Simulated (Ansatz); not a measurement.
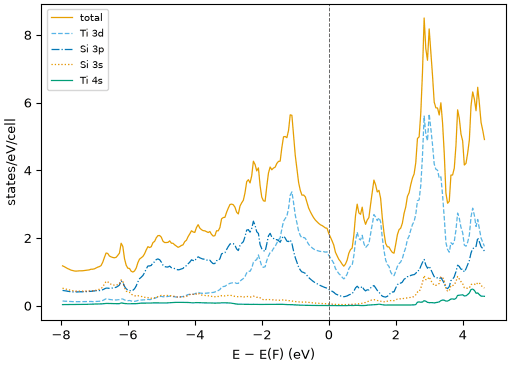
Figure. Total and projected density of states of TiSi$_{2}$ in space group Fddd (No. 70; Si on 16f, Ti on 8a), DFT-r²SCAN in the program Ansatz with PAW potentials

Which orbitals carry the states next to the Fermi level?

Within 0.5 eV of the Fermi level: Ti 3d 68 %, Si 3p 24 %. Projections are on Löwdin-orthogonalised atomic valence shells; empty p or d shells of many metals are not among them.

Where is the tallest occupied peak in this window, and what makes it?

Near -1.1 eV, about 5.6 states/eV per cell; the largest projected share is Ti 3d.

The cell was relaxed with r²SCAN under the symmetry of its start; of distortions, only those at the zone centre were tested. No spin polarisation was allowed.

Potentials: the later of the program's two PAW sets.
